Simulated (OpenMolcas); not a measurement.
# One shape, several levels: doublet [InNH2F2]+

Aim: a comparison of 3 runs (UHF/STO-3G, UPBE0/def2-SVPD, ROMP2/def2-SVPD) of doublet [InNH2F2]+. 

The results are computed with OpenMolcas 26.06.

**1. The structure to begin with**

[InNH2F2]+: 6 atoms, total charge +1, spin state doublet. SMILES of the parent species: `[NH2][In]([F])[F]`. The coordinates come from a PBE0-D4/def2-TZVP relaxation. That shape belongs to the parent species and isn't relaxed for this state.

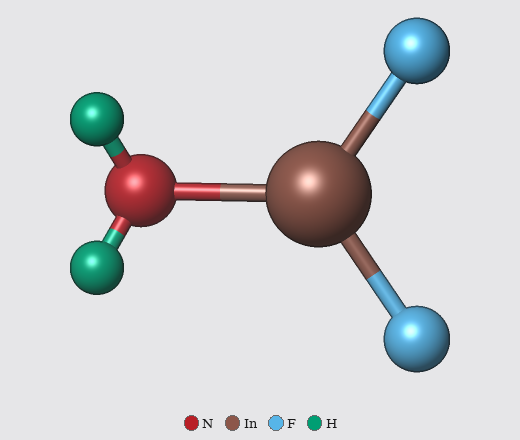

The structure, seen from a chosen angle (nitrogen red, indium brown, fluorine blue, hydrogen teal).

**2. A single-point energy at UHF/STO-3G (run 1)**

Input file job.inp:

```
&GATEWAY
  BASLIB
  $CurrDir
  COORD
  6
  angstrom
  N       -0.259900       1.155100      -0.280600
  In       0.271400      -0.745700       0.029100
  F        1.862900      -1.284900       0.989000
  F       -0.617400      -2.265700      -0.773500
  H        0.031700       1.791300       0.449400
  H       -1.246600       1.285900      -0.459500
  BASIS
  STO-3G
  GROUP
  NoSym

&SEWARD

&SCF
  UHF
  CHARGE
  1
  SPIN
  2
  THRESHOLDS
  1e-10 1e-07 1e-07 1e-05
  PRORBITALS
  1 1
```

The basis set STO-3G is read from a file made from the Basis Set Exchange's data (not shown).

The run is started by

```bash
export MOLCAS_MEM=1860
pymolcas job.inp > job.log
```

Output:

```text
--- Start Module: gateway ---
[...]
--- Stop Module: gateway /rc=_RC_ALL_IS_WELL_ ---
--- Start Module: seward ---
[...]
      Basis functions           44
--- Stop Module: seward /rc=_RC_ALL_IS_WELL_ ---
[...]
--- Start Module: scf ---
[...]
       Convergence after  25 Iterations
[...]
::    Total SCF energy                              -5933.6690958418
[...]
      Total spin, S                                     0.5047492157
[...]
      Total electronic charge=   75.000000
      Total            charge=    1.000000
[...]
      Dipole Moment (debye):
      Origin of the operator (angstrom)=    0.2959   -0.7925    0.0207
                   X= -3.2753E+00               Y=  8.2635E+00               Z=  9.9978E-03           Total=  8.8889E+00
      Center of Charge (angstrom)
[...]
--- Stop Module: scf /rc=_RC_ALL_IS_WELL_ ---
[...]
```

Run time: 4.2 s. Hardware: 1 thread of Intel Xeon Platinum 8259CL at 2.50GHz (Skylake/Cascade Lake), shared host; peak memory 0.38 GiB.

**3. The energy at UPBE0/def2-SVPD (core potential) (run 2)**

Input file test.inp:

```
&GATEWAY
BasLib=$CurrDir
Coord
6
angstrom
N       -0.259900       1.155100      -0.280600
In       0.271400      -0.745700       0.029100
F        1.862900      -1.284900       0.989000
F       -0.617400      -2.265700      -0.773500
H        0.031700       1.791300       0.449400
H       -1.246600       1.285900      -0.459500
Basis=def2-SVPD
Group=NoSym
&SEWARD
GridInput
Grid=UltraFine
End of Grid
&SCF
UHF
Charge=1
Spin=2
KSDFT=PBE0
Thresholds=1e-10 1e-07 1e-07 1e-05
PrOrbitals=1 1
```

The basis set def2-SVPD is read from a file made from the Basis Set Exchange's data (not shown).

The run is started by

```bash
export MOLCAS_MEM=1860
pymolcas test.inp > test.log
```

Output:

```text
--- Start Module: gateway ---
[...]
--- Stop Module: gateway /rc=_RC_ALL_IS_WELL_ ---
--- Start Module: seward ---
[...]
      Basis functions          114
--- Stop Module: seward /rc=_RC_ALL_IS_WELL_ ---
[...]
--- Start Module: scf ---
[...]
       Convergence after  27 Iterations
[...]
::    Total KS-DFT energy                            -444.9993812965
[...]
      Total spin, S                                     0.5026501092
[...]
      Total electronic charge=   47.000000
      Total            charge=    1.000000
[...]
      Dipole Moment (debye):
      Origin of the operator (angstrom)=    0.2959   -0.7925    0.0207
                   X= -3.5882E+00               Y=  9.3902E+00               Z= -1.7692E-01           Total=  1.0054E+01
      Center of Charge (angstrom)
[...]
--- Stop Module: scf /rc=_RC_ALL_IS_WELL_ ---
[...]
```

It took 2.1 min on 1 thread of Intel Xeon Platinum 8259CL at 2.50GHz (Skylake/Cascade Lake), shared host; peak memory 0.69 GiB.

**4. The energy at ROMP2/def2-SVPD (core potential) (run 3)**

Input file calc.inp:

```
&GATEWAY
  BASLIB=$CurrDir
  BASISSET
  N.def2-SVPD....
  N1 -0.259900 1.155100 -0.280600 angstrom
  End of Basis
  BASISSET
  In.def2-SVPD....
  In2 0.271400 -0.745700 0.029100 angstrom
  End of Basis
  BASISSET
  F.def2-SVPD....
  F3 1.862900 -1.284900 0.989000 angstrom
  F4 -0.617400 -2.265700 -0.773500 angstrom
  End of Basis
  BASISSET
  H.def2-SVPD....
  H5 0.031700 1.791300 0.449400 angstrom
  H6 -1.246600 1.285900 -0.459500 angstrom
  End of Basis

&SEWARD

&SCF
  UHF
  CHARGE=1
  SPIN=2
  THRESHOLDS=1e-10 1e-07 1e-07 1e-05
  PRORBITALS=1 2

&RASSCF
  FILEORB=$Project.UnaOrb
  SPIN=2
  NACTEL=1 0 0
  INACTIVE=23
  RAS2=1
  OUTORBITALS=Canonical
  ORBLISTING=NoCore

&CASPT2
  IPEA=0.0
  FROZEN=7
```

The basis set def2-SVPD is read from a file made from the Basis Set Exchange's data (not shown).

The run is started by

```bash
export MOLCAS_MEM=1860
pymolcas calc.inp > calc.log
```

Output:

```text
--- Start Module: gateway ---
[...]
--- Stop Module: gateway /rc=_RC_ALL_IS_WELL_ ---
[...]
      Basis functions          114
[...]
       Convergence after  25 Iterations
[...]
::    Total SCF energy                               -443.2214959444
[...]
      Total spin, S                                     0.5046557361
[...]
--- Start Module: rasscf ---
[...]
      Number of active orbitals                  1
[...]
      Spin quantum number                      0.5
[...]
      Active orbitals                            1
[...]
      Number of CSFs                             1
[...]
      Number of root(s) required                 1
[...]
      Convergence after 10 iterations
[...]
      printout of CI-coefficients larger than  0.05 for root  1
      energy=    -443.217200
      conf/sym  1     Coeff  Weight
             1  u   1.00000 1.00000
      Natural orbitals and occupation numbers for root  1
      sym 1:   1.000000
      ************************************************************************************************************************
      *                                                    Final results                                                     *
[...]
::    RASSCF root number  1 Total energy:   -443.21720028
[...]
      Total electronic charge=   47.000000
      Total            charge=    1.000000
[...]
      Dipole Moment (debye):
      Origin of the operator (angstrom)=    0.2959   -0.7925    0.0207
                   X= -4.0637E+00               Y=  1.0623E+01               Z= -1.9409E-01           Total=  1.1376E+01
      Center of Charge (angstrom)
[...]
--- Stop Module: rasscf /rc=_RC_ALL_IS_WELL_ ---
[...]
--- Start Module: caspt2 ---
[...]
 ###    WARNING: User changed nr of frozen orbitals.                         ###
 ###############################################################################
[...]
      E2 (Variational):          -0.6406039457
      Total energy:            -443.8578042224
[...]
      Reference weight:           0.85185
[...]
::    CASPT2 Root  1     Total energy:   -443.85780422
[...]
--- Stop Module: caspt2 /rc=_RC_ALL_IS_WELL_ ---
[...]
```

It took 52 s on 1 thread of Intel Xeon Platinum 8259CL at 2.50GHz (Skylake/Cascade Lake), shared host; peak memory 0.69 GiB.

**5. All runs side by side**

| run | level | integration grid | frozen core orbitals | energy (Eh) | HOMO energy (eV) | LUMO energy (eV) | ⟨S²⟩ | wall time |
| --- | --- | --- | --- | --- | --- | --- | --- | --- |
| 1 | UHF/STO-3G | – | – | -5933.669096 | -14.35 | -3.62 | 0.760 | 4.2 s |
| 2 | UPBE0/def2-SVPD (core potential) | UltraFine | – | -444.999381 | -15.72 | -13.13 | 0.755 | 2.1 min |
| 3 | ROMP2/def2-SVPD (core potential) | – | 7 | -443.857804 | – | – | – | 52 s |

**6. Summary of results**

| quantity | value |
| --- | --- |
| run 3: total energy | -443.85780 Eh |

What this shows: Some runs of one species differ in core potentials or relativity; totals across that change don't compare. In run 1 the basis is minimal, so the values are rough. In run 1 relativity is left out where basis or elements ask for it. All runs together took 3 min, the longest 2.1 min.
